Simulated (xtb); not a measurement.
# Frequency calculation, with input and output: C$_{3}$H$_{6}$B$_{2}$ (part 1 of 2)

C$_{3}$H$_{6}$B$_{2}$, SMILES BCBC#C, computed with GFN1-xTB, ALPB solvent nitromethane (xtb 6.7.1).

The geometry was optimised with GFN1-xTB/ALPB(nitromethane).

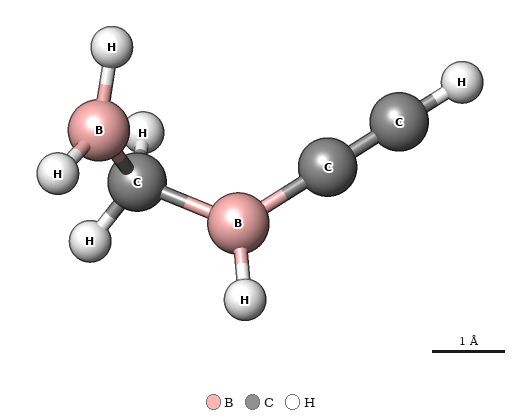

*The structure (ball-and-stick view, seen at a tilt).*

Bond lengths as drawn: B–C 1.51 to 1.58 Å, B–H 1.19 Å, C–C 1.21 Å and C–H 1.06 to 1.09 Å.

The input (mol.xyz):
```
11

B      0.00498     1.61345     0.88368
C     -0.91722     0.66234     0.05973
B     -0.37378    -0.80056     0.27756
C      0.61415    -1.40464    -0.68394
C      1.40510    -1.88810    -1.45906
H      0.94287     2.13318     0.37540
H     -0.20762     1.81010     2.03455
H     -1.94084     0.71241     0.43404
H     -0.89388     0.91770    -1.00053
H     -0.73427    -1.43964     1.21295
H      2.10052    -2.31622    -2.13440
```

File xtb.inp:
```
$thermo
   temp=298.15,400.0,600.0,800.0,1000.0,1500.0
   sthr=1
$end
```

Machine: 1 thread of Intel Xeon (Granite Rapids), 64 GiB of memory available, shared host.

Launched with:
```bash
xtb mol.xyz --input xtb.inp --hess --alpb nitromethane --gfn1 > out.txt
```

Output:
```
* xtb version 6.7.1
   ID    Z sym.   atoms
    1    5 B      1, 3
    2    6 C      2, 4, 5
    3    1 H      6-11

           -------------------------------------------------
          |                Calculation Setup                |
           -------------------------------------------------

          program call               : xtb mol.xyz --input xtb.inp --hess --alpb nitromethane --gfn1
          coordinate file            : mol.xyz
          omp threads                :                     1

########################################################################
[WARNING] Please study the warnings concerning your input carefully
-1- prog_main_parseArguments: The use of '--gfn1' is discouraged, please use '--gfn 1' next time
########################################################################

           -------------------------------------------------
          |                 G F N 1 - x T B                 |
           -------------------------------------------------

      * Hamiltonian:
        H0-scaling (s, p, d)           1.850000    2.250000    2.000000
        zeta-weighting                 0.000000
      * Dispersion:
        s8                             2.400000
        a1                             0.630000
        a2                             5.000000
        s9                             0.000000
      * Repulsion:
        kExp                           1.500000
        rExp                           1.000000
      * Coulomb:
        alpha                          2.000000
        third order                    atomic
        anisotropic                    false
      * Halogen bond correction:
        rad-scale                      1.300000
        damping                        0.440000

      * Solvation model:               ALPB
        Solvent                        nitromethane
        Parameter file                 internal GFN1-xTB/ALPB
        Dielectric constant                3.6562E+01
        Reference state                gsolv [1 M gas/solution]
        Free energy shift                  5.5558E-03 Eh       3.4863E+00 kcal/mol
        Temperature                        2.9815E+02 K
        Density                            1.1400E+00 kg/L
        Solvent mass                       6.1040E+01 g/mol
        Interaction kernel             P16
        Born radius scaling (c1)           1.6806E+00
        Born radii integrator          GBOBC
        Born offset                        0.0000E+00 a0       0.0000E+00 AA
        H-bond correction              true
        Ion screening                  false
        Surface tension                    1.0000E-05 Eh       1.5569E+01 dyn/cm
        Grid points                               230 per atom

          ...................................................
          :                      SETUP                      :
          :.................................................:
          :  # basis functions                  32          :
          :  # atomic orbitals                  32          :
          :  # shells                           22          :
          :  # electrons                        24          :
          :  # halogen bonds                     0          :
          :  max. iterations                   250          :
          :  Hamiltonian                  GFN1-xTB          :
          :  restarted?                      false          :
          :  GBSA solvation                   true          :
          :  PC potential                    false          :
          :  electronic temp.          300.0000000     K    :
          :  accuracy                    1.0000000          :
          :  -> integral cutoff          0.2500000E+02      :
          :  -> integral neglect         0.1000000E-07      :
          :  -> SCF convergence          0.1000000E-05 Eh   :
          :  -> wf. convergence          0.2000000E-04 e    :
          :  Broyden damping             0.4000000          :
          :  net charge                          0          :
          :  unpaired electrons                  0          :
          ...................................................

 iter      E             dE          RMSdq      gap      omega  full diag
   1    -12.5049243 -0.125049E+02  0.910E+00    3.75       0.0  T
   2    -12.5170218 -0.120975E-01  0.544E+00    3.71       1.0  T
   3    -12.5179344 -0.912608E-03  0.945E-01    3.39       1.0  T
   4    -12.5208130 -0.287854E-02  0.424E-01    3.49       1.0  T
   5    -12.5214048 -0.591823E-03  0.692E-02    3.58       1.0  T
   6    -12.5214213 -0.165067E-04  0.373E-02    3.57       1.0  T
   7    -12.5214280 -0.673806E-05  0.152E-03    3.56      19.8  T
   8    -12.5214281 -0.668726E-08  0.458E-04    3.56      65.8  T
   9    -12.5214281 -0.298154E-09  0.153E-04    3.56     197.1  T
  10    -12.5214281 -0.115948E-09  0.470E-05    3.56     641.3  T

   *** convergence criteria satisfied after 10 iterations ***

         #    Occupation            Energy/Eh            Energy/eV
      -------------------------------------------------------------
         1        2.0000           -0.6325680             -17.2131
       ...           ...                  ...                  ...
         6        2.0000           -0.5321211             -14.4798
         7        2.0000           -0.4909439             -13.3593
         8        2.0000           -0.4791498             -13.0383
         9        2.0000           -0.4726911             -12.8626
        10        2.0000           -0.4618241             -12.5669
        11        2.0000           -0.4519614             -12.2985
        12        2.0000           -0.4405395             -11.9877 (HOMO)
        13                         -0.3095812              -8.4241 (LUMO)
        14                         -0.2604815              -7.0881
        15                         -0.2010210              -5.4701
        16                         -0.1361271              -3.7042
        17                         -0.0986430              -2.6842
       ...                                ...                  ...
        32                          1.3644865              37.1296
      -------------------------------------------------------------
                  HL-Gap            0.1309584 Eh            3.5636 eV
             Fermi-level           -0.3750603 Eh          -10.2059 eV

 SCC (total)                   0 d,  0 h,  0 min,  0.005 sec
 SCC setup                      ...        0 min,  0.000 sec (  3.741%)
 Dispersion                     ...        0 min,  0.000 sec (  0.471%)
 classical contributions        ...        0 min,  0.000 sec (  0.167%)
 integral evaluation            ...        0 min,  0.001 sec ( 23.850%)
 iterations                     ...        0 min,  0.001 sec ( 24.090%)
 molecular gradient             ...        0 min,  0.002 sec ( 46.267%)
 printout                       ...        0 min,  0.000 sec (  1.132%)

         :::::::::::::::::::::::::::::::::::::::::::::::::::::
         ::                     SUMMARY                     ::
         :::::::::::::::::::::::::::::::::::::::::::::::::::::
         :: total energy             -12.276442534680 Eh    ::
         :: total w/o Gsasa/hb       -12.270318488009 Eh    ::
         :: gradient norm              0.000047024108 Eh/a0 ::
         :: HOMO-LUMO gap              3.563558378517 eV    ::
         ::.................................................::
         :: SCC energy               -12.521428052189 Eh    ::
         :: -> electrostatic           0.004179792101 Eh    ::
         :: -> Gsolv                  -0.006724144525 Eh    ::
         ::    -> Gelec               -0.000600097855 Eh    ::
         ::    -> Gsasa               -0.011583986922 Eh    ::
         ::    -> Ghb                 -0.000095896613 Eh    ::
         ::    -> Gshift               0.005555836864 Eh    ::
         :: repulsion energy           0.248250931015 Eh    ::
         :: dispersion energy         -0.003265413505 Eh    ::
         :: halogen bond corr.         0.000000000000 Eh    ::
         :: add. restraining           0.000000000000 Eh    ::
         :: total charge               0.000000000000 e     ::
         :::::::::::::::::::::::::::::::::::::::::::::::::::::

           -------------------------------------------------
          |                Numerical Hessian                |
           -------------------------------------------------
step length          :   0.00500
SCC accuracy         :   0.30000
Hessian scale factor :   1.00000
frozen atoms in %    :   0.00000    0
RMS gradient         :   0.00005
estimated CPU  time      0.00 min

writing file <hessian>.

 projected vibrational frequencies (cm⁻¹)
eigval :       -0.00    -0.00    -0.00     0.00     0.00     0.00
eigval :       49.11   154.31   177.65   225.92   271.80   439.23
eigval :      657.57   677.85   707.04   732.47   792.88   864.36
eigval :      939.97   985.25  1008.83  1069.42  1086.36  1168.81
eigval :     1225.86  1438.96  2195.10  2521.23  2529.88  2554.39
eigval :     3018.36  3055.51  3347.52
           -------------------------------------------------
          |                Property Printout                |
           -------------------------------------------------

    * Orbital Energies and Occupations

         #    Occupation            Energy/Eh            Energy/eV
      -------------------------------------------------------------
         1        2.0000           -0.6325679             -17.2130
         2        2.0000           -0.6259816             -17.0338
         3        2.0000           -0.5892731             -16.0349
         4        2.0000           -0.5625180             -15.3069
         5        2.0000           -0.5555994             -15.1186
         6        2.0000           -0.5321211             -14.4798
         7        2.0000           -0.4909440             -13.3593
         8        2.0000           -0.4791500             -13.0383
         9        2.0000           -0.4726912             -12.8626
        10        2.0000           -0.4618243             -12.5669
        11        2.0000           -0.4519617             -12.2985
        12        2.0000           -0.4405396             -11.9877 (HOMO)
        13                         -0.3095815              -8.4241 (LUMO)
        14                         -0.2604822              -7.0881
        15                         -0.2010210              -5.4701
        16                         -0.1361272              -3.7042
        17                         -0.0986429              -2.6842
        18                         -0.0954077              -2.5962
        19                         -0.0778194              -2.1176
        20                         -0.0754723              -2.0537
        21                         -0.0611717              -1.6646
        22                         -0.0394829              -1.0744
        23                          0.1030162               2.8032
       ...                                ...                  ...
        32                          1.3644865              37.1296
      -------------------------------------------------------------
                  HL-Gap            0.1309581 Eh            3.5636 eV
             Fermi-level           -0.3750606 Eh          -10.2059 eV
```
